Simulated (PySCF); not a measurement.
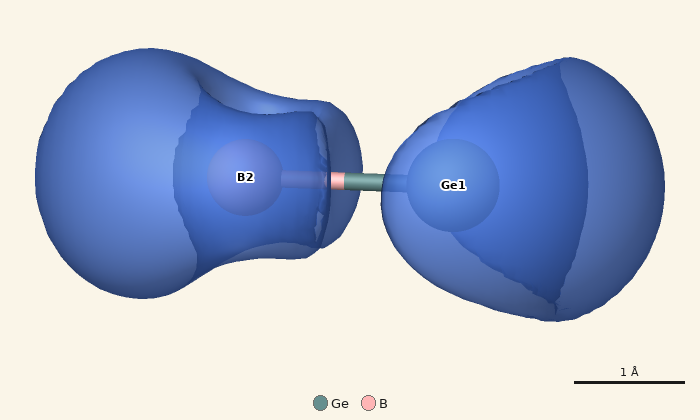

GeB (charge −1, triplet). Isosurface of the electron localisation function at 0.8 (blue), seen from one side. Only the valence region is drawn (cores and ρ < 0.01 e/Å³ removed).

These are results of PySCF 2.14.0, PBE0/def2-SVPD, non-relativistic Hamiltonian with scalar-relativistic core potentials where named, at a bond length of 1.919 Å, not measurements.

What do the ELF domains correspond to?

The surface consists of one lobe on B, pointing away from the bonds (non-bonding electrons) and one region wrapped around Ge (its valence shell). Along the contacts the grid gives the following. Ge–B (1.92 Å): the ELF peaks at about 0.80 in the valence shell of B, 0.7 Å from its nucleus, and is about 0.50 at the midpoint.
